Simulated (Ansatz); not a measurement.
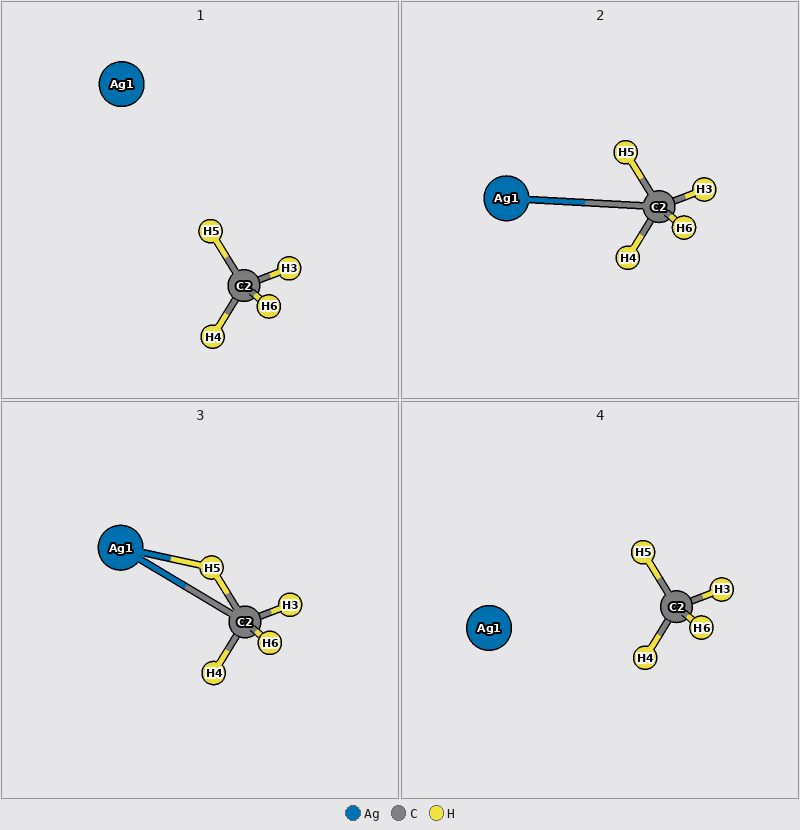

CH4Ag, charge +1. The turn is about an axis along (−0.29, −0.96, 0.05) in the frame of the relaxed pair, normal to the line between the partners. Coordinates scanned: (1) distance C2···Ag1; (2) turn of Ag1 about C2. The grid has 13 × 13 points; 142 points were computed and 11 follow by symmetry. At 16 points there is no value (left out of the scan, as a rule where atoms come close). Energies: eV, counted from the ion and the molecule far apart, frozen as in the relaxed pair, each in its own basis (no counterpoise correction). Theory: RKS PBE0-D4/def2-TZVPD (Ansatz).

The numbered pictures are structures from this grid.

**Rank them by energy, lowest first.**

2, at distance C2···Ag1 = 2.642 Å, turn of Ag1 about C2 = 0°: −0.76 eV; 4, at distance C2···Ag1 = 3.306 Å, turn of Ag1 about C2 = −10°: −0.41 eV; 3, at distance C2···Ag1 = 2.457 Å, turn of Ag1 about C2 = 30°: −0.31 eV; 1, at distance C2···Ag1 = 4.098 Å, turn of Ag1 about C2 = 60°: −0.14 eV.

The map, with the structures marked:

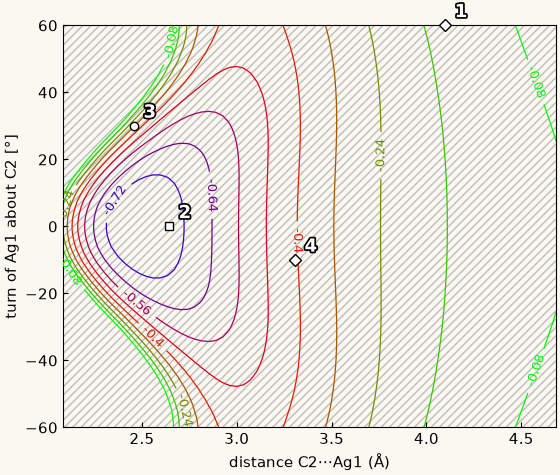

The picture shows contour lines labelled in eV (none above −0.08), hatched blanks where no value was computed. Between grid points the surface is interpolated.
